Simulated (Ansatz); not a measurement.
# B2H4F2 (SMILES [BH2-]1[F+][BH2-][F+]1): BCCD(T)/cc-pVDZ

Aim: the vertical singlet–triplet gap of B2H4F2 at BCCD(T)/cc-pVDZ, from 2 runs. 

The calculation is run with Ansatz 0.2.0.

56 further runs of the same task are left out: 56 set aside as unsound or not needed.

## (1) The molecule

The species is B2H4F2 (8 atoms), meant as a singlet with charge 0. As SMILES, `[BH2-]1[F+][BH2-][F+]1`. The coordinates come from a PBE0-D4/def2-TZVP relaxation.

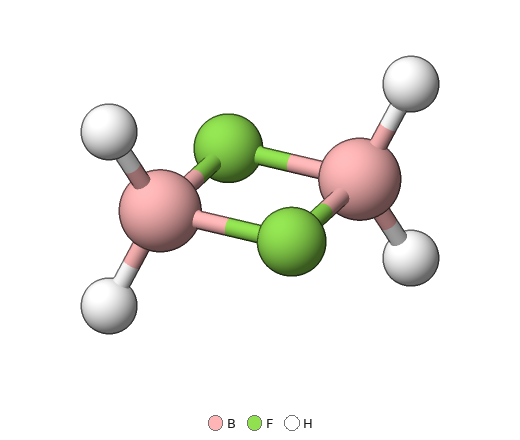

The structure, seen from a chosen angle (boron pink, fluorine green, hydrogen white).

## (2) The energy at BCCD(T)/cc-pVDZ

Contents of job.yaml:

```yaml
crystal:
  periodic: [false, false, false]
  atoms:
    - symbol: B
      position_ang: [-0.488000, 0.947300, -0.293800]
    - symbol: F
      position_ang: [0.637300, 0.536000, 0.670600]
    - symbol: B
      position_ang: [0.488000, -0.947200, 0.293900]
    - symbol: F
      position_ang: [-0.636800, -0.535900, -0.671100]
    - symbol: H
      position_ang: [-0.036000, 1.557300, -1.210300]
    - symbol: H
      position_ang: [-1.440200, 1.308400, 0.322000]
    - symbol: H
      position_ang: [1.440200, -1.309100, -0.321600]
    - symbol: H
      position_ang: [0.035400, -1.556800, 1.210300]
basis:
  gaussian: {orbitals: cc-pVDZ}
correlation: {method: bccd_t, frozen_orbitals: {B: 1, F: 1, H: 0}}
scf: {omitted_lower_state_checks: [cluster_reference, increment]}
accuracy: high
```

Run with:

```bash
ansatz run job.yaml --threads 1 --pin off --max-ram 3480MiB --events-out events.jsonl --progress --plain --runs-dir runs
```

What it wrote, cut to the lines that bear on the results:

```text
Warning: RAYON_NUM_THREADS=1 ignored (pool sized by the plan → 1); use --threads N
Functional definition: HF
  name "HF"
[...]
1771 factors; integrals over basis functions are off by at most 3.5e-9 eV
[...]
mean field -6820.10356772 eV, -250.6341832815 hartree, gradient 2.1e-8 eV, S^2 0.000000; 0 other end points of the search recorded, 0 dependent functions left out
4 core orbitals not correlated: weight in the atoms' cores, before any rotation towards them, 1.000 or more for the frozen orbitals, at most 0.000 for the correlated occupied ones
reference -6820.10356772 eV, -250.6341832815 hartree; 12, 12 occupied and 60, 60 virtual orbitals, 1771 factors
second order -15.42718641 eV of doubles, -0.00000000 eV of singles
cycle   1  -15.82225441 eV  change   -4.0e-1 eV  update   8.8e-2
[...]
cycle  18  -16.29460024 eV  change   -1.3e-9 eV  update   1.9e-9
perturbative correction -0.36069227 eV, -0.0132551966 hartree
Total energy: -6836.75886024 eV, -251.2462539922 hartree
Checks for a lower state left out: cluster_reference, increment
```

Wall time 7.8 s (1 thread of AMD EPYC 9R45 (Zen 5), shared host); peak memory 0.55 GiB.

## (3) The triplet

Contents of input.yaml:

```yaml
crystal:
  periodic: [false, false, false]
  atoms:
    - {symbol: B, position_ang: [-0.488000, 0.947300, -0.293800]}
    - {symbol: F, position_ang: [0.637300, 0.536000, 0.670600]}
    - {symbol: B, position_ang: [0.488000, -0.947200, 0.293900]}
    - {symbol: F, position_ang: [-0.636800, -0.535900, -0.671100]}
    - {symbol: H, position_ang: [-0.036000, 1.557300, -1.210300]}
    - {symbol: H, position_ang: [-1.440200, 1.308400, 0.322000]}
    - {symbol: H, position_ang: [1.440200, -1.309100, -0.321600]}
    - {symbol: H, position_ang: [0.035400, -1.556800, 1.210300]}
basis:
  gaussian: {orbitals: cc-pVDZ}
magnetization: {spin_polarized: true, initial_magnetization: 2}
correlation: {method: bccd_t, frozen_orbitals: {B: 1, F: 1, H: 0}}
accuracy: high
scf: {omitted_lower_state_checks: [cluster_reference, increment]}
```

Run with:

```bash
ansatz run input.yaml --threads 1 --pin off --max-ram 3480MiB --events-out events.jsonl --progress --plain --runs-dir runs
```

What it wrote:

```text
Warning: RAYON_NUM_THREADS=1 ignored (pool sized by the plan → 1); use --threads N
[... 14 lines left out ...]
4 core orbitals not correlated: weight in the atoms' cores, before any rotation towards them, 1.000 or more for the frozen orbitals, at most 0.000 for the correlated occupied ones
[... 38 lines left out ...]
Total energy: -6828.52091640 eV, -250.9435151399 hartree
Checks for a lower state left out: cluster_reference, increment
```

Run time: 40 s. Hardware: 1 thread of AMD EPYC 9R45 (Zen 5), shared host; peak memory 1 GiB.

## (4) Results

At BCCD(T)/cc-pVDZ, 4 core orbitals frozen:

```
                                            quantity          value
                               singlet: total energy  -251.24625 Eh
singlet: correlation energy (4 core orbitals frozen)     -612.1 mEh
                             singlet: (T) correction     -13.26 mEh
                               triplet: total energy  -250.94352 Eh
triplet: correlation energy (4 core orbitals frozen)     -635.0 mEh
                             triplet: (T) correction     -22.55 mEh
          triplet: ⟨S²⟩ of the reference determinant          2.017
    vertical energy of the triplet above the singlet       8.238 eV
```

**Reading.** At this shape the triplet lies 8.24 eV (190 kcal/mol) above the singlet. The triples (singlet) make up 2.2 % of the correlation energy. The triples (triplet) make up 3.6 % of the correlation energy.
